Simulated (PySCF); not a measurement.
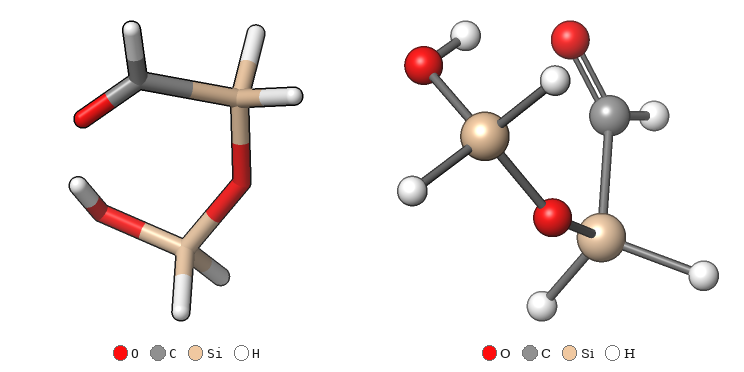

The same structure drawn twice, from different directions.

What is the molecular formula?

CH₆O₃Si₂, 12 atoms: 1 carbon, 6 hydrogen, 3 oxygen and 2 silicon.

Count the bonded pairs by element.

4 Si–H, 3 O–Si, 1 C–O, 1 C–Si, 1 C–H, 1 O–H.

More results for the same structure follow; atom numbers are the same in all pictures, views and colours differ. The computed structure is the end point of a PBE0-D3(BJ)/def2-SVP optimisation. No frequency run is at hand to confirm it as a minimum.

Shape

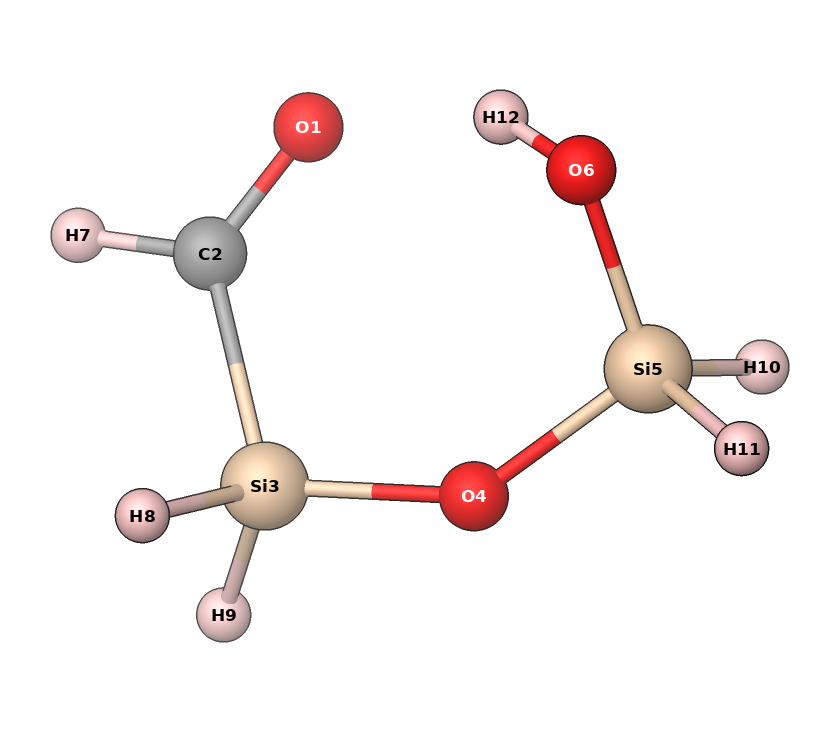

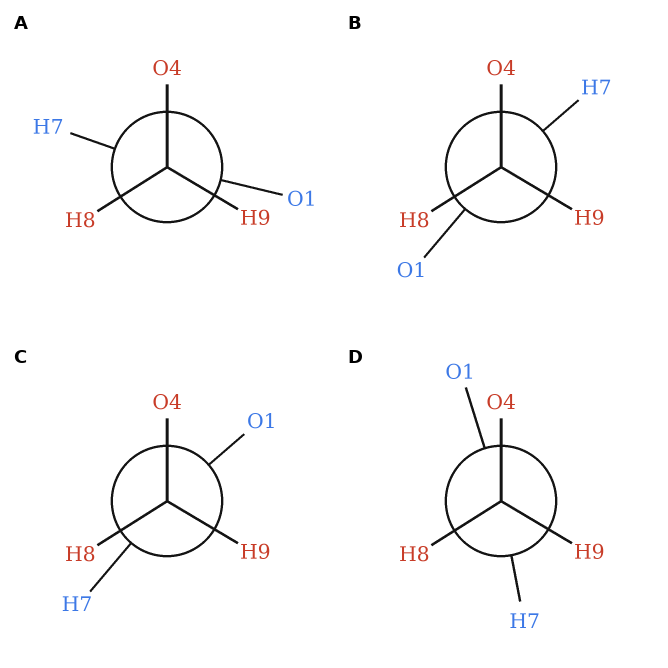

Atoms fade into the background with distance from the viewer. Bonds that would overlap in a projection are set slightly apart. No frequency run is at hand to confirm it as a minimum.

Which Newman projection shows the view along Si3–C2, with Si3 in front?

D. The torsion angle O4–Si3–C2–O1 is −11°, synperiplanar (eclipsed).

Electronic properties

No frequency run is at hand to confirm it as a minimum. Properties computed with WP04/pcSseg-1, gas phase (PySCF 2.14.0).

Give the LUMO energy (Kohn–Sham orbital) at this level.

−4.31 eV.

What is the HOMO energy (Kohn–Sham orbital)?

−8.83 eV.

Give the dipole moment at this level.

3.19 D.

Quadrupole coupling

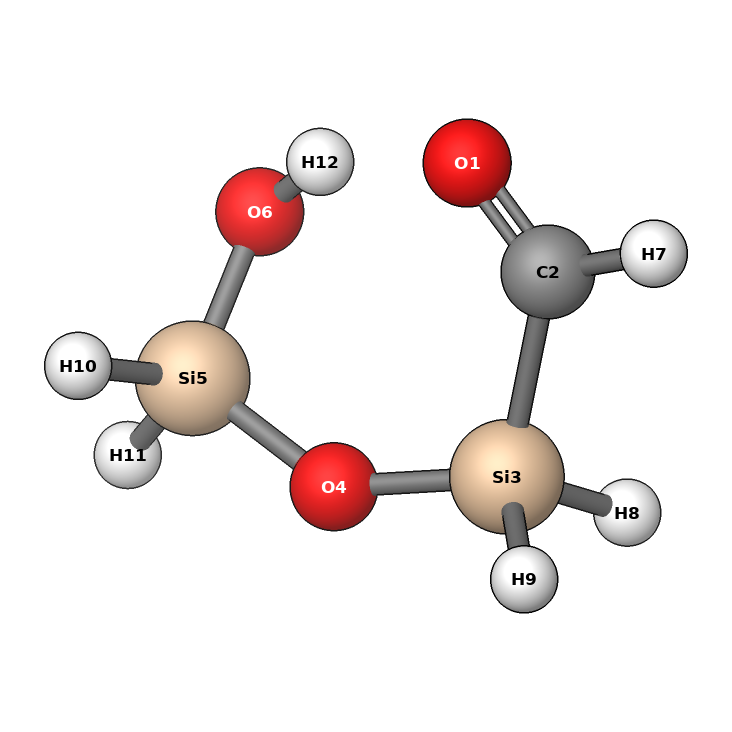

No frequency run is at hand to confirm it as a minimum. Electric field gradients from the ground-state density, PBE0/6-31G (PySCF 2.14.0), non-relativistic apart from any core potentials.

Give the largest field-gradient component, the quadrupole coupling constant and the asymmetry for 17O at O1 (Q = −25.6 mb), 17O at O4 (Q = −25.6 mb), 17O at O6 (Q = −25.6 mb).

| atom | V_zz (a.u.) | e²qQ/h (MHz) | η |
| --- | --- | --- | --- |
| O1 | −2.066 | 12.43 | 0.45 |
| O4 | 1.251 | −7.52 | 0.38 |
| O6 | 1.257 | −7.56 | 0.75 |

Charges

The questions are on IAO charges. No frequency run is at hand to confirm it as a minimum. Method: PBE0/6-31G*, gas phase (PySCF 2.14.0).

Which atom carries the highest charge (most positive or least negative)?

Si5 (1.17 e).

And the lowest?

O4 (−0.86 e).

Give the IAO charges atom by atom.

```json
{"atom": "O1", "value (e)": "−0.35"}
{"atom": "C2", "value (e)": "0.00"}
{"atom": "Si3", "value (e)": "0.94"}
{"atom": "O4", "value (e)": "−0.86"}
{"atom": "Si5", "value (e)": "1.17"}
{"atom": "O6", "value (e)": "−0.79"}
{"atom": "H7", "value (e)": "0.11"}
{"atom": "H8", "value (e)": "−0.13"}
{"atom": "H9", "value (e)": "−0.12"}
{"atom": "H10", "value (e)": "−0.17"}
{"atom": "H11", "value (e)": "−0.14"}
{"atom": "H12", "value (e)": "0.35"}
```
